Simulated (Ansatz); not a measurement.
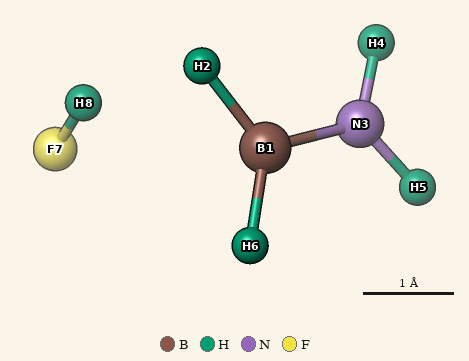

*The input geometry (ball-and-stick view, seen at a tilt; atoms are numbered from 1 in the order of the input).*

Bond lengths as drawn: B–H 1.19 to 1.21 Å, B–N 1.39 Å, F–H 0.94 Å and H–N 1.01 Å.

# Nudged elastic band, with input and output: BNH5F (part 1 of 2)

BNH5F, computed with RKS B3LYP-D4/6-31G* (Ansatz 0.2.0).

The run did not end well. One setting was made poor on purpose. It belongs to a series of runs on one base structure; here: band between the two ends.

**Input**
```yaml
crystal:
  periodic: [false, false, false]
  atoms:
    - { symbol: B, position_ang: [0.061103, -0.134704, -0.172169] }
    - { symbol: H, position_ang: [0.043441, -0.453478, 0.991456] }
    - { symbol: "N", position_ang: [1.274842, -0.187826, -0.841014] }
    - { symbol: H, position_ang: [2.150253, -0.429679, -0.396831] }
    - { symbol: H, position_ang: [1.375577, 0.058872, -1.81643] }
    - { symbol: H, position_ang: [-0.938407, 0.167949, -0.747291] }
    - { symbol: F, position_ang: [0.060041, 2.152051, 1.460272] }
    - { symbol: H, position_ang: [0.001152, 1.229016, 1.622405] }
basis:
  gaussian: { orbitals: "6-31G*" }
hamiltonian:
  xc: b3lyp
  dispersion: d4
neb:
  order_check: false
  images: 7
  f_tol: 0.03
  max_iterations: 6
  final_atoms:
    - { symbol: B, position_ang: [0.11468673, 0.38623057, -0.78902672] }
    - { symbol: H, position_ang: [-0.1786387, 0.51061633, 3.33755283] }
    - { symbol: "N", position_ang: [1.37432781, -0.03453179, -1.21920169] }
    - { symbol: H, position_ang: [1.50097801, -0.66890683, -1.99436878] }
    - { symbol: H, position_ang: [2.23496058, 0.26918039, -0.78234265] }
    - { symbol: H, position_ang: [-0.88633171, 0.00887061, -1.32260544] }
    - { symbol: F, position_ang: [0.01877475, 1.23469181, 0.2520424] }
    - { symbol: H, position_ang: [-0.15075548, 0.6960499, 2.61834805] }
  initial_path:
    images:
      - { positions_ang: [[0.061103, -0.134704, -0.172169], [0.043441, -0.453478, 0.991456], [1.274842, -0.187826, -0.841014], [2.150253, -0.429679, -0.396831], [1.375577, 0.058872, -1.81643], [-0.938407, 0.167949, -0.747291], [0.060041, 2.152051, 1.460272], [0.001152, 1.229016, 1.622405]] }
      - { positions_ang: [[0.04486541, -0.09945759, -0.12573156], [0.03654299, -0.32925108, 1.13184366], [1.28821276, -0.14828628, -0.82523184], [2.05771766, -0.56208321, -0.55090493], [1.47858587, 0.26299821, -1.63329881], [-0.96425322, 0.12725554, -0.70255184], [0.06866652, 2.00221232, 1.21670292], [0.01766399, 1.14881309, 1.5895704]] }
      - { positions_ang: [[0.02862782, -0.06421118, -0.07929412], [0.02964498, -0.20502415, 1.27223133], [1.30158353, -0.10874655, -0.80944969], [1.96518232, -0.69448742, -0.70497887], [1.58159474, 0.46712441, -1.45016762], [-0.99009943, 0.08656208, -0.65781268], [0.07729205, 1.85237363, 0.97313384], [0.03417599, 1.06861018, 1.5567358]] }
      - { positions_ang: [[0.01239023, -0.02896477, -0.03285668], [0.02274697, -0.08079723, 1.41261899], [1.31495429, -0.06920683, -0.79366753], [1.87264699, -0.82689163, -0.8590528], [1.68460361, 0.67125062, -1.26703643], [-1.01594565, 0.04586862, -0.61307352], [0.08591757, 1.70253495, 0.72956477], [0.05068798, 0.98840727, 1.5239012]] }
      - { positions_ang: [[-0.00384736, 0.00628164, 0.01358076], [0.01584896, 0.04342969, 1.55300666], [1.32832505, -0.0296671, -0.77788538], [1.78011165, -0.95929584, -1.01312673], [1.78761249, 0.87537683, -1.08390524], [-1.04179187, 0.00517515, -0.56833436], [0.0945431, 1.55269627, 0.48599569], [0.06719997, 0.90820436, 1.4910666]] }
      - { positions_ang: [[0.02578617, 0.10126887, -0.18707111], [-0.03277295, 0.16022635, 1.9991432], [1.33982574, -0.03088327, -0.88821446], [1.71032824, -0.88669858, -1.25843724], [1.89944951, 0.72382772, -1.00851459], [-1.00292683, 0.00609902, -0.75690213], [0.07560101, 1.47319515, 0.42750737], [0.01271111, 0.85516575, 1.77288696]] }
      - { positions_ang: [[0.05541969, 0.1962561, -0.38772298], [-0.08139487, 0.27702301, 2.44527974], [1.35132643, -0.03209944, -0.99854354], [1.64054483, -0.81410133, -1.50374776], [2.01128654, 0.57227861, -0.93312394], [-0.96406179, 0.00702288, -0.9454699], [0.05665893, 1.39369404, 0.36901904], [-0.04177775, 0.80212713, 2.05470732]] }
      - { positions_ang: [[0.08505321, 0.29124334, -0.58837485], [-0.13001679, 0.39381967, 2.89141629], [1.36282712, -0.03331561, -1.10887261], [1.57076142, -0.74150408, -1.74905827], [2.12312356, 0.4207295, -0.85773329], [-0.92519675, 0.00794674, -1.13403767], [0.03771684, 1.31419292, 0.31053072], [-0.09626661, 0.74908852, 2.33652769]] }
      - { positions_ang: [[0.11468673, 0.38623057, -0.78902672], [-0.1786387, 0.51061633, 3.33755283], [1.37432781, -0.03453179, -1.21920169], [1.50097801, -0.66890683, -1.99436878], [2.23496058, 0.26918039, -0.78234265], [-0.88633171, 0.00887061, -1.32260544], [0.01877475, 1.23469181, 0.2520424], [-0.15075548, 0.6960499, 2.61834805]] }
```

Hardware: 1 thread of Arm Neoverse V2, 24 GiB of memory available, shared host.

Launch command:
```bash
ansatz run input.yaml --threads 1 --pin off --max-ram 2048MiB --backend cpu --events-out ev --progress --plain --runs-dir out
```

**Log**
```
Engine: ansatz 0.2.0, aarch64-unknown-linux-gnu
Functional definition: B3LYP
  parameter a0 = 0.2
  parameter ax = 0.72
  parameter ac = 0.81
  exchange = (1 - a0 - ax)*slater_x + ax*b88_x + a0*exact_x
  correlation = (1 - ac)*vwn_rpa_c + ac*lyp_c
623 factors; integrals over basis functions are off by at most 4.3e-4 eV
mean field evaluation 1: about -4959.5296 eV, gradient 5.5e1 eV
mean field evaluation 2: about -4952.7872 eV, gradient 7.9e1 eV
mean field evaluation 4: about -4965.1665 eV, gradient 2.6e0 eV
mean field evaluation 8: about -4965.1763 eV, gradient 7.8e-3 eV
mean field -4965.17631968 eV, -182.4668642309 hartree, gradient 2.7e-5 eV, S^2 0.000000; 0 other end points of the search recorded, 0 dependent functions left out
the calculation of the forces begins
reference -4965.17649795 eV, -182.4668707823 hartree; 13, 13 occupied and 42, 42 virtual orbitals, 623 factors
623 factors; integrals over basis functions are off by at most 1.0e-3 eV
mean field evaluation 16: about -4966.5943 eV, gradient 7.3e0 eV
mean field -4966.71597615 eV, -182.5234455625 hartree, gradient 2.5e-5 eV, S^2 0.000000; 0 other end points of the search recorded, 0 dependent functions left out
[... from here on the field's lines of each further geometry are left out, up to the last ...]
NEB iter   1: max|band force component| = 8.456e0 eV/Å  barrier→ = 2.9260 eV  barrier← = 4.4605 eV  Δτ_max = 0.2000 Å  (202 SCF iters)
NEB iter   2: max|band force component| = 3.027e0 eV/Å  barrier→ = 1.6964 eV  barrier← = 3.2309 eV  Δτ_max = 0.2000 Å  (191 SCF iters)
NEB iter   3: max|band force component| = 1.933e0 eV/Å  barrier→ = 1.6284 eV  barrier← = 3.1629 eV  Δτ_max = 0.1944 Å  (181 SCF iters)
NEB iter   4: max|band force component| = 2.557e0 eV/Å  barrier→ = 1.5588 eV  barrier← = 3.0933 eV  Δτ_max = 0.0990 Å  (178 SCF iters)
NEB iter   5: max|band force component| = 1.498e0 eV/Å  barrier→ = 1.5236 eV  barrier← = 3.0581 eV  Δτ_max = 0.0991 Å  (166 SCF iters)
the calculation of the forces begins
reference -4966.67057481 eV, -182.5217770941 hartree; 13, 13 occupied and 42, 42 virtual orbitals, 623 factors
these checks for a lower state are left out or cut short: starts, cluster_reference, orbital_swaps, neighbouring_geometries, increment
623 factors; integrals over basis functions are off by at most 9.6e-4 eV
mean field -4966.70560772 eV, -182.5230645296 hartree, gradient 3.3e-5 eV, S^2 0.000000; 0 other end points of the search recorded, 0 dependent functions left out
the calculation of the forces begins
reference -4966.70580888 eV, -182.5230719223 hartree; 13, 13 occupied and 42, 42 virtual orbitals, 623 factors
NEB iter   6: max|band force component| = 6.707e-1 eV/Å  barrier→ = 1.5207 eV  barrier← = 3.0552 eV  Δτ_max = 0.1963 Å  (162 SCF iters)
```

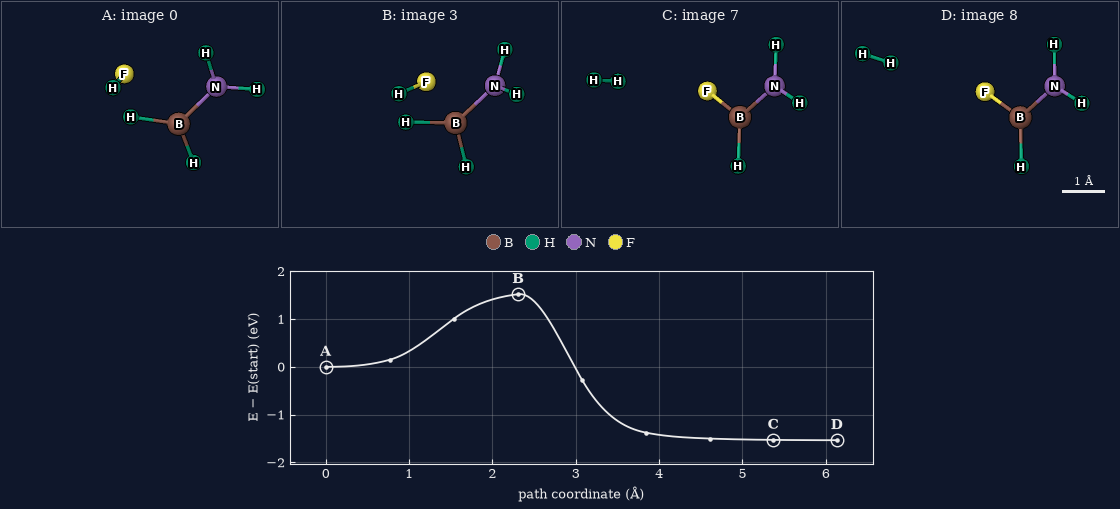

*Images of the last band (counted from 0; ball-and-stick, seen at a tilt) above the energy along the path; the line is a cubic interpolation that uses the forces.*

The highest image is number 3, 1.521 eV above the start and 3.055 eV above the end; the end lies 1.535 eV below the start. The path is 6.13 Å long. The band had not converged after 6 iterations.
